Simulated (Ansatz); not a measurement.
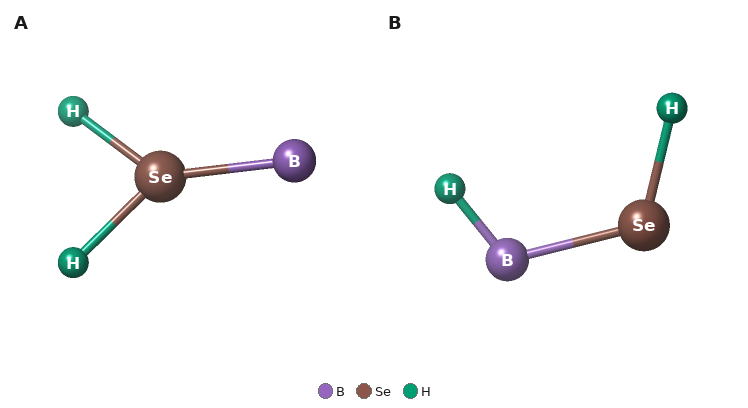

2 stationary structures of one formula. State: charge −1, singlet. Geometries: PBE-D4/def2-SVPD. Electronic energies: PBE-D4/def2-SVPD (Ansatz 0.2.0), without zero-point energy. No frequency run is at hand to confirm each as a minimum.

Which is lowest in energy, and by how much?

B is lowest (Cs); A lies 74.0 kcal/mol above it (C2v).
